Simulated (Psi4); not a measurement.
**C3H9Al (trimethylaluminium (TMA)): TPSS/def2-SVP**

Aim: the energy change on altering one bond length of C3H9Al (trimethylaluminium (TMA)) at TPSS/def2-SVP, from 2 runs. 

Program for the calculation: Psi4 1.11.

2 further runs of the same task are left out: 2 that didn't finish.

### 1 Starting point

The species is C3H9Al (13 atoms), meant as a singlet with charge 0. As SMILES, `[CH3][Al]([CH3])[CH3]`. The coordinates come from a PBE0-D4/def2-TZVP relaxation.

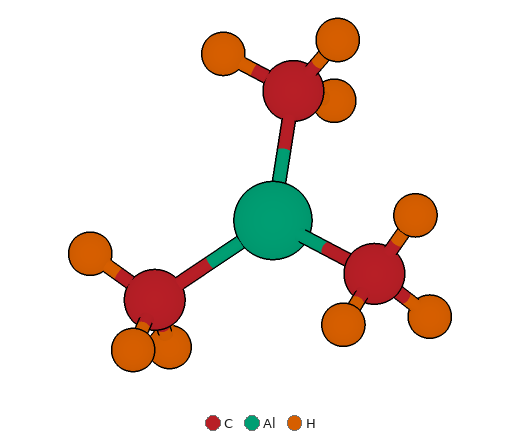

Viewed from a chosen angle; carbon red, aluminium teal, hydrogen orange.

### 2 Energy and gradient at TPSS/def2-SVP

c3h9al.xyz reads:

```xyz
13
C3H9Al
C     -0.494100     1.704120    -0.827550
Al     0.040170    -0.003580    -0.030910
C      1.221370    -0.027200     1.531300
C     -0.686290    -1.680610    -0.735260
H      0.263360     2.483150    -0.703080
H     -1.405360     2.074820    -0.341540
H     -0.723910     1.618210    -1.893400
H      1.916950     0.816720     1.546080
H      1.802660    -0.950480     1.607140
H      0.626840     0.043510     2.450840
H     -0.909840    -1.626780    -1.804530
H     -1.631190    -1.919800    -0.231290
H     -0.020650    -2.532080    -0.567790
```

c3h9al.py reads:

```python
import psi4

psi4.set_memory(1600000000)
psi4.set_num_threads(1)
psi4.core.set_output_file('output.dat', False)

with open('c3h9al.xyz') as f:
    atoms = ''.join(f.readlines()[2:])
geom = psi4.geometry('0 1\n' + atoms + 'symmetry c1')

options = {'basis': 'def2-SVP', 'puream': True, 'e_convergence': 1e-09, 'd_convergence': 1e-08, 'scf_type': 'pk', 'dft_radial_points': 99, 'dft_spherical_points': 590}
psi4.set_options(options)

e_tot = psi4.gradient('tpss', molecule=geom)
print('gradient / Eh bohr^-1')
print(e_tot.np.round(6))
```

Command:

```
$ python c3h9al.py
```

output.dat (excerpt; [...] marks lines left out):

```text
[...]
  Running in c1 symmetry.
[...]
  Nuclear repulsion =  151.162172692040230
[...]
  Multiplicity = 1
[...]
  Nalpha       = 20
  Nbeta        = 20
[...]
    Number of basis functions: 105
[...]
   @RKS iter   1:  -361.19864795193456   -5.13421e-02   1.20649e-02 ADIIS/DIIS
[...]
   @RKS iter  11:  -362.06080706572550   -2.44427e-12   6.53524e-10 DIIS
[...]
    Orbital Energies [Eh]
    ---------------------
    Doubly Occupied:
       1A    -55.587187     2A     -9.964482     3A     -9.964471
       4A     -9.964418     5A     -3.951738     6A     -2.531140
       7A     -2.520337     8A     -2.520337     9A     -0.617902
      10A     -0.604623    11A     -0.604599    12A     -0.350411
      13A     -0.349854    14A     -0.349834    15A     -0.340572
      16A     -0.340518    17A     -0.333920    18A     -0.327490
      19A     -0.232005    20A     -0.232001
[...]
  @RKS Final Energy:  -362.06080706572550
   => Energetics <=
    Nuclear Repulsion Energy =            151.1621726920402295
    One-Electron Energy =                -796.8205967267139158
    Two-Electron Energy =                 321.9601376314695358
    DFT Exchange-Correlation Energy =     -38.3625206625213693
    Empirical Dispersion Energy =           0.0000000000000000
    VV10 Nonlocal Energy =                  0.0000000000000000
    Total Energy =                       -362.0608070657254984
[...]
 Multipole Moments:
 ------------------------------------------------------------------------------------
     Multipole            Electronic (a.u.)      Nuclear  (a.u.)        Total (a.u.)
 ------------------------------------------------------------------------------------
 L = 1.  Multiply by 2.5417464519 to convert [e a0] to [Debye]
 Dipole X            :          0.2589777           -0.2690194           -0.0100417
 Dipole Y            :         -0.0231597            0.0240549            0.0008951
 Dipole Z            :         -0.1991769            0.2069712            0.0077943
 Magnitude           :                                                    0.0127432
[...]
  -Total Gradient:
     Atom            X                  Y                   Z
    ------   -----------------  -----------------  -----------------
       1       -0.001689164040     0.004020752250    -0.001529864782
       2       -0.000294743033     0.000026593359     0.000226977140
       3        0.002330760525     0.000004616590     0.004000111276
       4       -0.002136947590    -0.003895508149    -0.001309849319
       5       -0.005535374323    -0.006460191208    -0.000742012017
       6        0.006993914050    -0.003200421358    -0.003470075505
       7        0.001968534225     0.000118150903     0.008306388823
       8       -0.005600565097    -0.006414559664    -0.000640804382
       9       -0.004731320137     0.007020746785    -0.001108102343
      10        0.004197780846    -0.000529438697    -0.007302583365
      11        0.001983023844     0.000109720290     0.008304192774
      12        0.007290417560     0.002202920767    -0.003627159510
[...]
```

The script printed:

```text
gradient / Eh bohr^-1
[[-1.689e-03  4.021e-03 -1.530e-03]
 [-2.950e-04  2.700e-05  2.270e-04]
 [ 2.331e-03  5.000e-06  4.000e-03]
 [-2.137e-03 -3.896e-03 -1.310e-03]
 [-5.535e-03 -6.460e-03 -7.420e-04]
 [ 6.994e-03 -3.200e-03 -3.470e-03]
 [ 1.969e-03  1.180e-04  8.306e-03]
 [-5.601e-03 -6.415e-03 -6.410e-04]
 [-4.731e-03  7.021e-03 -1.108e-03]
 [ 4.198e-03 -5.290e-04 -7.303e-03]
 [ 1.983e-03  1.100e-04  8.304e-03]
 [ 7.290e-03  2.203e-03 -3.627e-03]
 [-4.781e-03  6.993e-03 -1.099e-03]]
```

Wall time 3 min (1 thread of Intel Xeon Platinum 8259CL at 2.50GHz (Skylake/Cascade Lake), shared host); peak memory 0.71 GiB.

### 3 The distorted shape, same level

job.json reads:

```json
{
 "schema_name": "qcschema_input",
 "schema_version": 1,
 "molecule": {
  "schema_name": "qcschema_molecule",
  "schema_version": 2,
  "symbols": ["C", "Al", "C", "C", "H", "H", "H", "H", "H", "H", "H", "H", "H"],
  "geometry": [-0.03491458, 3.11342206, -2.95398397, 0.9747094, -0.11366325, -1.44855255, 3.2068539, -0.15829858, 1.5035965, -0.39810104, -3.28279065, -2.77958115, 1.39647737, 4.5855754, -2.71876976, -1.75694641, 3.81394353, -2.03555818, -0.46919254, 2.95107568, -4.96814856, 4.52130959, 1.43647909, 1.53152665, 4.30533279, -1.90304491, 1.64691333, 1.18455592, 0.08222198, 4.63141638, -0.82054932, -3.18106669, -4.8002086, -2.18370326, -3.73479424, -1.82721587, 0.85977625, -4.89183575, -2.46310872],
  "molecular_charge": 0,
  "molecular_multiplicity": 1,
  "fix_symmetry": "c1"
 },
 "driver": "gradient",
 "model": {
  "method": "tpss",
  "basis": "def2-SVP"
 },
 "keywords": {
  "puream": true,
  "e_convergence": 1e-09,
  "d_convergence": 1e-08,
  "scf_type": "pk",
  "dft_radial_points": 99,
  "dft_spherical_points": 590,
  "scf_properties": ["DIPOLE", "QUADRUPOLE", "WIBERG_LOWDIN_INDICES"]
 }
}
```

Command:

```
$ psi4 --qcschema job.json -n 1 --memory 1600MB
```

stdout (excerpt; [...] marks lines left out):

```text
[...]
  Running in c1 symmetry.
[...]
  Nuclear repulsion =  148.857051052260800
[...]
  Multiplicity = 1
[...]
  Nalpha       = 20
  Nbeta        = 20
[...]
    Number of basis functions: 105
[...]
   @RKS iter   1:  -360.90457139018395    6.19225e-02   1.25882e-02 ADIIS/DIIS
[...]
   @RKS iter  13:  -361.94600984083053   -4.14957e-12   2.83667e-09 DIIS
[...]
    Orbital Energies [Eh]
    ---------------------
    Doubly Occupied:
       1A    -55.595384     2A    -10.020992     3A     -9.968688
       4A     -9.968551     5A     -3.959634     6A     -2.538781
       7A     -2.528586     8A     -2.528140     9A     -0.619369
      10A     -0.608165    11A     -0.597095    12A     -0.365279
      13A     -0.353564    14A     -0.350617    15A     -0.343734
      16A     -0.340439    17A     -0.336559    18A     -0.271890
      19A     -0.238633    20A     -0.236501
[...]
  @RKS Final Energy:  -361.94600984083053
   => Energetics <=
    Nuclear Repulsion Energy =            148.8570510522608004
    One-Electron Energy =                -791.9291674327068904
    Two-Electron Energy =                 319.3208577196143096
    DFT Exchange-Correlation Energy =     -38.1947511799987325
    Empirical Dispersion Energy =           0.0000000000000000
    VV10 Nonlocal Energy =                  0.0000000000000000
    Total Energy =                       -361.9460098408305271
[...]
  -Total Gradient:
     Atom            X                  Y                   Z
    ------   -----------------  -----------------  -----------------
       1       -0.003223618661     0.003818484046    -0.001609015478
       2        0.010684768450    -0.000905588143    -0.005148551618
       3        0.028169179026    -0.002821575618    -0.028662383540
       4       -0.003645976038    -0.003472042741    -0.001455785157
       5       -0.005290960096    -0.006848402497    -0.000515821634
       6        0.006580416775    -0.002606015059    -0.003920749875
       7        0.001547555859     0.000370311372     0.008185009057
       8       -0.001237438761    -0.008702879802    -0.013090861164
       9       -0.000171605282     0.007877548120    -0.013666626708
      10       -0.037254585827     0.004398967064     0.056615872526
      11        0.001523511684    -0.000117124141     0.008190014643
      12        0.006814637120     0.001634984826    -0.004047250874
[...]
```

Wall time 3.7 min (1 thread of Intel Xeon Platinum 8259CL at 2.50GHz (Skylake/Cascade Lake), shared host); peak memory 0.71 GiB.

### 4 Summary of results

At TPSS/def2-SVP:

```
                                                          quantity          value
                                         first shape: total energy  -362.06081 Eh
                                        first shape: dipole moment         0.03 D
                                          first shape: HOMO energy       -6.31 eV
                                          first shape: LUMO energy       -0.96 eV
                                        first shape: HOMO–LUMO gap        5.36 eV
                             first shape: largest force on an atom     0.439 eV/Å
                                     distorted shape: total energy  -361.94601 Eh
                                    distorted shape: dipole moment         1.03 D
                                      distorted shape: HOMO energy       -6.44 eV
                                      distorted shape: LUMO energy       -2.77 eV
                                    distorted shape: HOMO–LUMO gap        3.67 eV
                         distorted shape: largest force on an atom     3.492 eV/Å
energy change with the C3–H10 bond stretched from 1.097 to 1.975 Å       3.124 eV
```

What this shows: One bond (distorted shape) is far stretched, which a spin-restricted single reference describes badly; a broken-symmetry solution may lie lower. With the C3–H10 bond stretched from 1.097 to 1.975 Å the energy rises by 3.12 eV (72 kcal/mol). The first shape isn't relaxed at this level, so the change isn't measured from a minimum. A restricted reference can't describe the breaking bond well at this length. The largest force (first shape) is 0.44 eV/Å: the shape isn't a stationary point for this species at this level.
